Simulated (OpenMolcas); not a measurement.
# Mo²⁺ among point charges: CASSCF and CASPT2 levels and susceptibility

How does a field of 6 point charges split the states of Mo²⁺, and what χT follows?

Program: OpenMolcas 26.06. Level of theory: state-averaged CASSCF and CASPT2, spin-orbit coupling by RASSI with atomic mean-field integrals. These are calculated values, not measurements, unless marked.

## Step 1: The atom as given

| Item | Value |
| --- | --- |
| Species | Mo²⁺ (molybdenum, Z = 42, 40 electrons) |
| Basis | ANO-RCC-VTZP [7s6p4d2f1g], 68 functions |
| Scalar Hamiltonian | DKH2, point nucleus |
| Inactive shells | 1s 2s 2p 3s 3p 3d 4s 4p |
| Active space | 4 electrons in 5 orbitals (4d) |
| Some configurations of this space | 4d⁴ |
| Orbitals | optimised for each spin and parity, averaged over all roots |

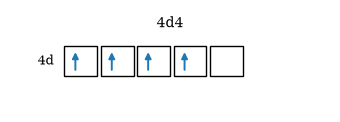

Outer shells as boxes.

The ion sits among 6 point charges of -0.85 e arranged as a trigonal prism (D3h), 2.25 Å from the ion, with a polar angle of 57.0° against the regular 49.1°.

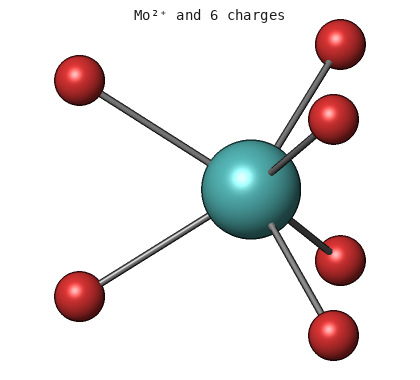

The ion and the point charges (red).

Each step is its own input file, run in one work folder so that later steps find the files of earlier ones. Labels, J, g values, rates, χT and fits are worked out afterwards by a script from the matrices that RASSI stores.

## Step 2: One- and two-electron integrals

Contents of a.inp:

```
&GATEWAY
Coord
1

Mo 0.0 0.0 0.0
Basis=ANO-RCC-VTZP
Group=NoSym
NoMove
AngMom=0.0 0.0 0.0
AMFI
XField
6 Angstrom 0
1.886067 0.000000 1.226887 -0.850000
-0.943034 1.633382 1.226887 -0.850000
-0.943034 -1.633382 1.226887 -0.850000
1.886067 0.000000 -1.226887 -0.850000
-0.943034 1.633382 -1.226887 -0.850000
-0.943034 -1.633382 -1.226887 -0.850000
&SEWARD
```

Command:

```bash
OMP_NUM_THREADS=1 MOLCAS_MEM=1689 MOLCAS_PROJECT=a pymolcas a.inp > a.log
```

The log of the run:

```text
Basis set label: MO.ANO-RCC...7S6P4D2F1G.

      Electronic valence basis set:
      ------------------
      Associated Effective Charge  42.000000 au
      Associated Actual Charge     42.000000 au
      Nuclear Model: Point charge

      Shell  nPrim  nBasis  Cartesian Spherical Contaminant
         s      21       7        X
         p      18       6        X
         d      13       4                 X
         f       6       2                 X
         g       4       1                 X
                  Relativistic Douglas-Kroll-Hess integrals:
                    - DKH order of Hamiltonian: 2
                    - DKH order of Properties : 0
                  Atomic mean-field integrals
```

## Step 3: Reference wave functions, quintets, 5 roots

Contents of a.inp:

```
&RASSCF
FileOrb=start.orb
Symmetry=1
Spin=5
nActEl=4 0 0
Inactive=18
Ras2=5
CIRoot=5 5 1
SDav=5
CIMx=300
Iter=120 100
PrWF=0.3
OrbListing=Nothing
MaxOrb=0
>>> COPY $Project.JobIph JOB001
```

Command:

```bash
OMP_NUM_THREADS=1 MOLCAS_MEM=1689 MOLCAS_PROJECT=a pymolcas a.inp > a.log
```

start.orb holds the contracted functions of the basis, ordered by shell, or the orbitals of the step before.

The log of the run, cut to the lines that bear on the results:

```text
[...]
      Number of active orbitals                  5
[...]
      Spin quantum number                      2.0
[...]
      Active orbitals                            5
[...]
      Number of CSFs                             5
      Number of root(s) required                 5
[...]
      Convergence after 14 iterations
[...]
      Natural orbitals and occupation numbers for root  1
      sym 1:   1.000000   0.000000   1.000000   1.000000   1.000000
      Natural orbitals and occupation numbers for root  2
      sym 1:   1.000000   0.000000   1.000000   1.000000   1.000000
      Natural orbitals and occupation numbers for root  3
      sym 1:   0.000000   1.000000   1.000000   1.000000   1.000000
::    RASSCF root number  1 Total energy:  -4047.32401320
::    RASSCF root number  2 Total energy:  -4047.32401317
::    RASSCF root number  3 Total energy:  -4047.32094610
::    RASSCF root number  4 Total energy:  -4047.32094610
::    RASSCF root number  5 Total energy:  -4047.30993166
```

## Step 4: Reference wave functions, triplets, 45 roots

Contents of a.inp:

```
&RASSCF
FileOrb=start.orb
Symmetry=1
Spin=3
nActEl=4 0 0
Inactive=18
Ras2=5
CIRoot=45 45 1
SDav=45
CIMx=300
Iter=120 100
PrWF=0.3
OrbListing=Nothing
MaxOrb=0
>>> COPY $Project.JobIph JOB002
```

The log of the run, cut to the lines that bear on the results:

```text
[...]
      Number of active orbitals                  5
[...]
      Spin quantum number                      1.0
[...]
      Active orbitals                            5
[...]
      Number of CSFs                            45
      Number of root(s) required                45
[...]
      Convergence after 10 iterations
[...]
      Natural orbitals and occupation numbers for root  1
      sym 1:   0.936516   0.121160   1.884646   0.121160   0.936516
      Natural orbitals and occupation numbers for root  2
      sym 1:   0.758990   0.746212   1.429445   0.304735   0.760619
      Natural orbitals and occupation numbers for root  3
      sym 1:   0.793261   0.304736   1.427850   0.746210   0.727942
::    RASSCF root number  1 Total energy:  -4047.26521679
::    RASSCF root number  2 Total energy:  -4047.25844705
::    RASSCF root number  3 Total energy:  -4047.25844705
[...]
::    RASSCF root number 27 Total energy:  -4047.22835294
::    RASSCF root number 28 Total energy:  -4047.22835294
::    RASSCF root number 29 Total energy:  -4047.22651917
::    RASSCF root number 30 Total energy:  -4047.22651917
```

## Step 5: Reference wave functions, singlets, 50 roots

Contents of a.inp:

```
&RASSCF
FileOrb=start.orb
Symmetry=1
Spin=1
nActEl=4 0 0
Inactive=18
Ras2=5
CIRoot=50 50 1
SDav=50
CIMx=300
Iter=120 100
PrWF=0.3
OrbListing=Nothing
MaxOrb=0
>>> COPY $Project.JobIph JOB003
```

The log of the run, cut to the lines that bear on the results:

```text
[...]
      Number of active orbitals                  5
[...]
      Spin quantum number                      0.0
[...]
      Active orbitals                            5
[...]
      Number of CSFs                            50
      Number of root(s) required                50
[...]
      Convergence after  9 iterations
[...]
      Natural orbitals and occupation numbers for root  1
      sym 1:   0.997695   0.051645   1.900727   0.052717   0.997217
      Natural orbitals and occupation numbers for root  2
      sym 1:   0.997396   0.052717   1.900727   0.051645   0.997515
      Natural orbitals and occupation numbers for root  3
      sym 1:   0.865326   0.223965   1.821420   0.223965   0.865325
::    RASSCF root number  1 Total energy:  -4047.23312093
::    RASSCF root number  2 Total energy:  -4047.23312093
::    RASSCF root number  3 Total energy:  -4047.22629870
[...]
::    RASSCF root number 27 Total energy:  -4047.18377473
::    RASSCF root number 28 Total energy:  -4047.17571152
::    RASSCF root number 29 Total energy:  -4047.16889260
::    RASSCF root number 30 Total energy:  -4047.16793555
```

## Step 6: RASSI: spin-orbit coupling between the states

Contents of a.inp:

```
&RASSI
NrOfJobIphs=3 5 45 50
1 2 3 4 5
1 2 3 4 5 6 7 8 9 10 11 12 13 14 15 16 17 18 19 20 21 22 23 24 25 26 27
28 29 30 31 32 33 34 35 36 37 38 39 40 41 42 43 44 45
1 2 3 4 5 6 7 8 9 10 11 12 13 14 15 16 17 18 19 20 21 22 23 24 25 26 27
28 29 30 31 32 33 34 35 36 37 38 39 40 41 42 43 44 45 46 47 48 49 50
IphNames
JOB001
JOB002
JOB003
EJob
SpinOrbit
DIPRint=1.0
SOCoupling=1000.0
Subsets=2
Property=9
'ANGMOM' 1 'ANGMOM' 2 'ANGMOM' 3 'MLTPL  1' 1 'MLTPL  1' 2 'MLTPL  1' 3
'AMFI' 1 'AMFI' 2 'AMFI' 3
SOProperty=3
'ANGMOM' 1 'ANGMOM' 2 'ANGMOM' 3
```

The log of the run, cut to the lines that bear on the results:

```text
SPIN-FREE ENERGIES:
  (Shifted by EMIN (a.u.) =      -4047.3240131972)
 SF State       Relative EMIN(au)   Rel lowest level(eV)    D:o, cm**(-1)      L_eff
     1             0.0000000000        0.0000000000              0.0000         2.0
     2             0.0000000275        0.0000007490              0.0060         2.0
     3             0.0030670966        0.0834599499            673.1499         2.0
     4             0.0030670994        0.0834600264            673.1505         2.0
     5             0.0140815330        0.3831780329           3090.5393         2.0
     6             0.0587964063        1.5999317208          12904.3196         4.2
     7             0.0655661462        1.7841457296          14390.1058         4.6
     8             0.0655661486        1.7841457943          14390.1063         4.6
     9             0.0677671314        1.8440375879          14873.1662         4.2
    10             0.0677688420        1.8440841338          14873.5416         4.9
[...]
Eigenvalues of complex Hamiltonian:
   -----------------------------------
  (Shifted by EMIN (a.u.) =      -4047.3240131972)
 SO State       Relative EMIN(au)   Rel lowest level(eV)    D:o, cm**(-1)     J-value
     1            -0.0032577904        0.0000000000              0.0000         1.1
     2            -0.0025840221        0.0183341696            147.8751         1.4
     3            -0.0025295328        0.0198168986            159.8341         1.6
     4            -0.0025295241        0.0198171372            159.8360         1.6
     5            -0.0018024719        0.0396012335            319.4055         2.0
     6            -0.0018024598        0.0396015642            319.4082         2.0
     7            -0.0008639302        0.0651402556            525.3916         1.7
     8            -0.0008639296        0.0651402723            525.3917         1.7
     9             0.0005562590        0.1037855713            837.0871         2.4
    10             0.0006490645        0.1063109388            857.4555         1.6
    11             0.0006493612        0.1063190111            857.5207         1.6
[...]
```

These steps: 18 s of run time, 1 thread of AMD EPYC 9R45 (Zen 5), shared host.

Spin-free states, with their symmetry labels:

```tsv
state	degeneracy	E (cm-1)	free-ion L (%)
5E	2	0	D (100)
5E	2	673	D (100)
5A1	1	3091	D (100)
3A2	1	12904	H (62)
3E	2	14390	H (83)
triplet	3	14873	H (84)
3A1	1	14968	H (52)
3E	2	15823	H (91)
3E	2	16948	H (94)
3E	2	17099	P (62)
3A2	1	17477	F (39)
3E	2	17959	F (61)
3A1	1	18195	G (88)
3E	2	18327	G (54)
3A2	1	18384	G (87)
3E	2	19634	F (51)
3A2	1	19697	P (60)
3A2	1	19885	F (59)
1E	2	19949	I (64)
3A1	1	20094	F (59)
3A1	1	20648	G (96)
3E	2	20995	G (94)
3E	2	21397	G (60)
1A1	1	21446	G (67)
```

With spin-orbit coupling:

```
E (cm-1)  Degeneracy  Label  2S+1                g
     0.0           1     A1     5                 
   147.9           1     A2     5                 
   159.8           2      E     5   0.00 0.00 4.34
   319.4           2      E     5   0.00 0.00 3.07
   525.4           2      E     5   0.00 0.00 5.58
   837.1           1     A1     5                 
   857.5           1     A1     5                 
   857.5           1     A2     5                 
   912.8           1     A2     5                 
    1239           2      E     5   0.00 0.00 0.56
    1534           2      E     5   0.00 0.00 4.41
    1781           1     A1     5                 
    1782           1     A2     5                 
    1963           2      E     5  0.00 0.00 11.95
    3781           2      E     5   0.00 0.00 7.96
    3837           2      E     5   0.00 0.00 3.98
    3855           1     A1     5                 
   13027           1     A1     3                 
   13449           2      E     3   0.00 0.00 3.83
   14772           1     A2     3                 
   14877           2      E     3   0.00 0.00 1.92
   14958           2      E     3   0.00 0.00 5.92
   14964           2      E     3   0.00 0.00 2.00
   15025           1     A1     3
```

The table of states holds 24 of 66 computed; the rest, higher up, is left out. Labels of spin-orbit levels are those of the rotation subgroup (D3 for D3h). Principal g values are given for doublets only; a zero marks a field direction without first-order Zeeman splitting.

Powder χT (cm³ K/mol): 0.02 at 2 K, 0.05 at 5 K, 0.09 at 10 K, 0.19 at 20 K, 0.47 at 50 K, 0.86 at 100 K, 1.10 at 150 K, 1.27 at 200 K, 1.40 at 250 K, 1.52 at 300 K.

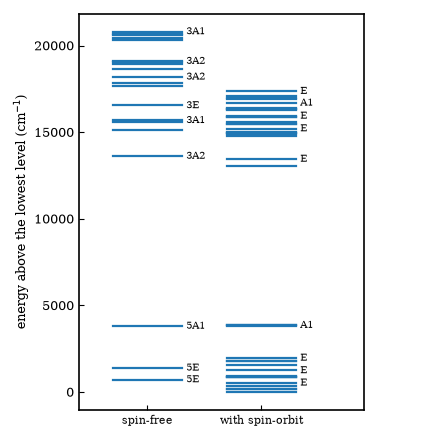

The states in the field without (left) and with (right) spin-orbit coupling.

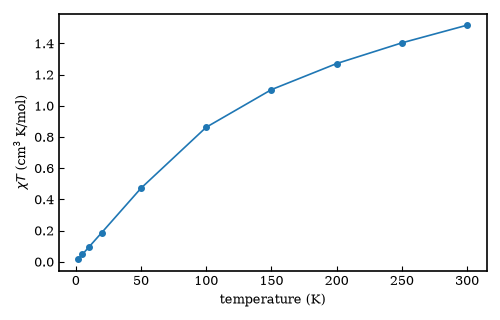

χT against temperature.

## Step 7: CASPT2: IPEA 0.25, imaginary shift 0.1 (closed shells correlated: 4s 4p)

Contents of a.inp:

```
>>> COPY JOB001 $Project.JobIph
&CASPT2
Multistate=5 1 2 3 4 5
NoMult
Frozen=14
IPEA=0.25
Imaginary=0.1
MaxIter=60
WThr=0.0 0.3 0.05
PrWF=0.5
NoMix
>>> COPY JOB002 $Project.JobIph
&CASPT2
Multistate=45 1 2 3 4 5 6 7 8 9 10 11 12 13 14 15 16 17 18 19 20 21 22
23 24 25 26 27 28 29 30 31 32 33 34 35 36 37 38 39 40 41 42 43 44 45
NoMult
Frozen=14
IPEA=0.25
Imaginary=0.1
MaxIter=60
WThr=0.0 0.3 0.05
PrWF=0.5
NoMix
>>> COPY JOB003 $Project.JobIph
&CASPT2
Multistate=50 1 2 3 4 5 6 7 8 9 10 11 12 13 14 15 16 17 18 19 20 21 22
23 24 25 26 27 28 29 30 31 32 33 34 35 36 37 38 39 40 41 42 43 44 45 46
47 48 49 50
NoMult
Frozen=14
IPEA=0.25
Imaginary=0.1
MaxIter=60
WThr=0.0 0.3 0.05
PrWF=0.5
NoMix
```

The log of the run, cut to the lines that bear on the results:

```text
[...]
      Active orbitals                            5
[...]
      E2 (Variational):          -0.3303682062
      Total energy:           -4047.6543814034
[...]
::    CASPT2 Root  1     Total energy:  -4047.65438140
::    CASPT2 Root  2     Total energy:  -4047.65438025
[...]
::    CASPT2 Root 27     Total energy:  -4047.54427945
::    CASPT2 Root 28     Total energy:  -4047.53419161
::    CASPT2 Root 29     Total energy:  -4047.53084033
::    CASPT2 Root 30     Total energy:  -4047.52940878
```

Time for this run: 20 s (1 thread of AMD EPYC 9R45 (Zen 5), shared host).

SS-CASPT2: lowest energy less the reference's lowest, -0.3304 hartree; reference weights 0.905 to 0.938.

Spin-free states, with their symmetry labels:

```tsv
state	degeneracy	E (cm-1)	free-ion L (%)
5E	2	0	D (100)
5E	2	600	D (100)
5A1	1	3194	D (100)
3A2	1	11252	H (62)
3E	2	12039	H (83)
triplet	3	12297	H (84)
3A1	1	12302	H (52)
3E	2	13178	P (62)
3E	2	13581	H (91)
3A2	1	14524	F (39)
3E	2	14589	F (61)
3E	2	14590	H (94)
3A1	1	14950	G (88)
3A2	1	15073	G (87)
3E	2	15111	G (54)
3A2	1	15376	P (60)
3E	2	16045	F (51)
1E	2	17351	I (64)
3A1	1	17468	G (96)
3A2	1	17541	F (59)
3E	2	17648	G (94)
1A1	1	17668	G (67)
3A1	1	17690	F (59)
3E	2	18144	G (60)
```

With spin-orbit coupling:

```csv
E (cm-1),Degeneracy,Label,2S+1,g
0,1,A1,5,
150,1,A2,5,
190,2,E,5,0.00 0.00 3.86
350,2,E,5,0.00 0.00 3.48
560,2,E,5,0.00 0.00 5.52
840,1,A1,5,
900,2,,5,0.00 0.00 9.66
920,1,A2,5,
1240,2,E,5,0.00 0.00 0.63
1520,2,E,5,0.00 0.00 4.46
1760,1,A1,5,
1760,1,A2,5,
1930,2,E,5,0.00 0.00 11.94
3920,2,E,5,0.00 0.00 7.96
3970,2,E,5,0.00 0.00 3.97
3980,1,A1,5,
11090,1,A1,3,
11740,2,E,3,0.00 0.00 3.57
12300,2,E,3,0.00 0.00 2.03
12420,2,E,3,0.00 0.00 6.17
12420,1,A2,3,
12660,2,E,3,0.00 0.00 2.16
12830,1,A1,3,
12850,2,E,3,0.00 0.00 5.87
```

Powder χT (cm³ K/mol): 0.02 at 2 K, 0.04 at 5 K, 0.08 at 10 K, 0.16 at 20 K, 0.41 at 50 K, 0.77 at 100 K, 1.01 at 150 K, 1.19 at 200 K, 1.33 at 250 K, 1.45 at 300 K.

## Step 8: The methods side by side

A. CASSCF
B. SS-CASPT2, IPEA 0.25, imaginary shift 0.1 (closed shells correlated: 4s 4p)

```tsv
method	ground state	first state of that spin (cm-1)	first gap with spin-orbit (cm-1)	χT at 300 K
A	5E	5E 673.1	147.9	1.52
B	5E	5E 600	148.5	1.45
```

## Step 9: Outcome

| quantity | value |
| --- | --- |
| method | SS-CASPT2, IPEA 0.25, imaginary shift 0.1 (closed shells correlated: 4s 4p) |
| spin-free ground state | 5E, 2-fold in its orbital part |
| first state of the same spin within the active space | 5E at 600 cm⁻¹ |
| lowest level | 1-fold A1 |
| next level | 148.5 cm⁻¹ |
| χT at 300 K | 1.45 cm³ K/mol |
| effective moment at 300 K | 3.41 μB |

Cost by method:

```tsv
method	time of its own steps	time with the reference
A. CASSCF	18 s	18 s
B. SS-CASPT2, IPEA 0.25, imaginary shift 0.1, +4s 4p	20 s	39 s
```

Times are of one thread on a shared host.

In words: The spin-free ground state (5E) comes to 100 % from free-ion D terms and keeps the highest spin of the shell. χT at 300 K is 1.45, against 3.01 cm³ K/mol for the spin alone, so spin-orbit coupling lowers it. An active space of the d shell alone favours high spin; real ions in strong fields can be low spin. CASPT2 does not keep the components of a term degenerate, and the means are used. The field of point charges can differ much from that of real complexes. With metal d orbitals alone active, the gaps between spin states are rough; where two lie within a few thousand cm-1, their order is open. This is an electrostatic model: the charges have no orbitals.
